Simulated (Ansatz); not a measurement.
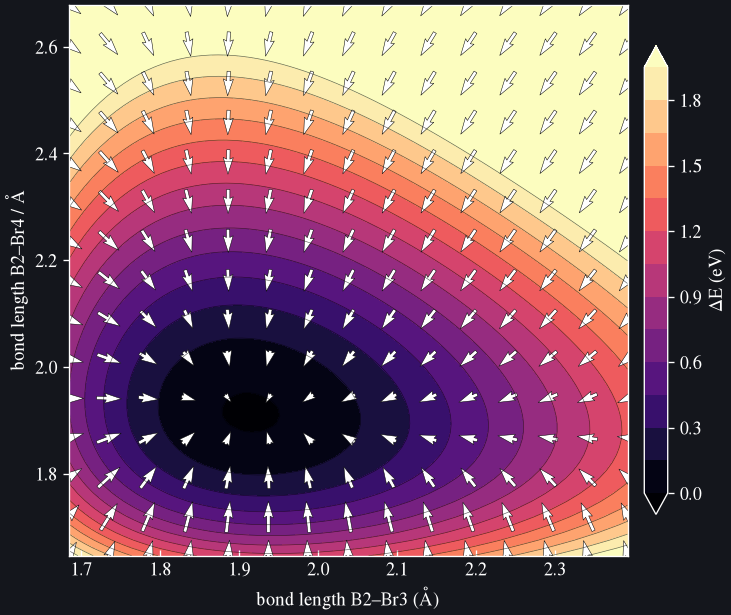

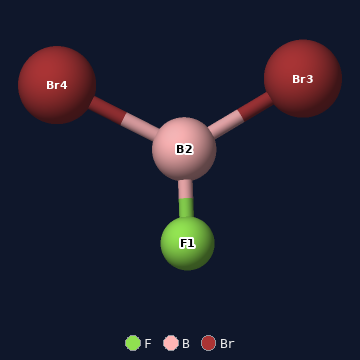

Energy landscape of BBr2F, SMILES FB(Br)Br. First axis: bond length B2–Br3. Second axis: bond length B2–Br4. Nothing is relaxed (all other coordinates rigid). The scan uses a 15 × 15 grid. Energies: eV, counted from the lowest grid point. The calculation used RHF/def2-TZVP (Ansatz).

Drawn: filled contours, arrows along the force (downhill), their lengths compressed, one colour for all values above the top of the scale. Between grid points the surface is interpolated. The second picture is the structure at the lowest point.

Describe this landscape.

The lowest grid point is at bond length B2–Br3 = 1.886 Å, bond length B2–Br4 = 1.941 Å. It is the only kind of minimum in the scanned range. The highest grid point, bond length B2–Br3 = 2.392 Å, bond length B2–Br4 = 2.679 Å, lies 3.83 eV above the lowest. Round the minimum the two coordinates are weakly coupled (coupling 0.10 in units of the two stiffnesses).

Each point was launched as `ansatz run input.yaml --threads 1 --pin off --max-ram 2560MiB --backend cpu --events-out ev --progress --plain --runs-dir out`. Time for the 225 points that were run: 23 min on 1 thread of Arm Neoverse V2 (shared host).
